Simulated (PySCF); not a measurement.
The calculation's input:

```
{"job": {"kind": "uv", "xc": "wB97X-D", "basis": "def2-SVPD", "ip": true}, "charge": 0, "multiplicity": 1}
C     -2.864593    -0.297857     0.050830
C     -1.398934    -0.103963    -0.301132
C     -0.601978     0.584911     0.797048
C      0.871087     0.733192     0.472486
O      1.444289    -0.540691     0.314784
Ge     3.131872    -0.705954    -0.232912
H     -2.978476    -0.918383     0.954566
H     -3.415537    -0.793651    -0.762926
H     -3.362443     0.665276     0.250208
H     -1.312898     0.484322    -1.232698
H     -0.927018    -1.077112    -0.512032
H     -0.693259     0.012643     1.736918
H     -1.017816     1.588121     0.999297
H      0.985264     1.336190    -0.453322
H      1.376013     1.294818     1.284364
H      3.357239    -2.217448    -0.353027
H      3.293020     0.011117    -1.590579
H      4.075181    -0.070489     0.810955
```

Launched as:

```sh
OMP_NUM_THREADS=1 python probes_run.py task.json out
```

Geometry: PBE0-D3(BJ)/def2-SVP.

The calculation used wB97X-D/def2-SVPD, SCF density, gas phase (PySCF).

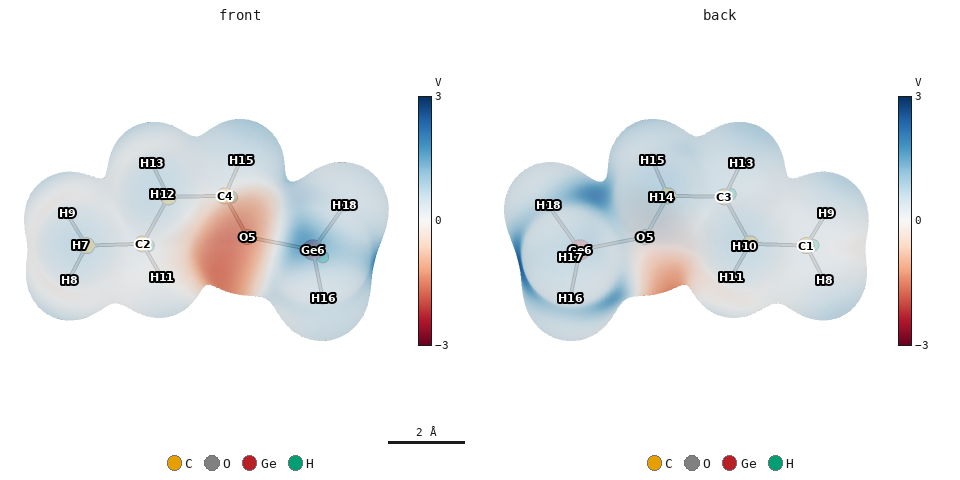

C₄H₁₂GeO (SMILES CCCC[O][GeH3]). The molecular electrostatic potential painted on the density surface at 0.004 e/bohr³, seen from the front and from behind; the colour scale runs from red (negative) to blue (positive).

Which sites attract a positive test charge, and which a negative one?

Answer. A positive charge is drawn to the negative regions and a negative charge to the positive ones. The most negative region (about −1.7 V, or −39 kcal/mol for a unit charge) lies over O5, the most positive (about +2.2 V, or +51 kcal/mol for a unit charge) over Ge6. O5 is the likeliest acceptor of a hydrogen bond.

What dipole moment does the calculation give?

Answer. Its dipole moment is 1.09 D.
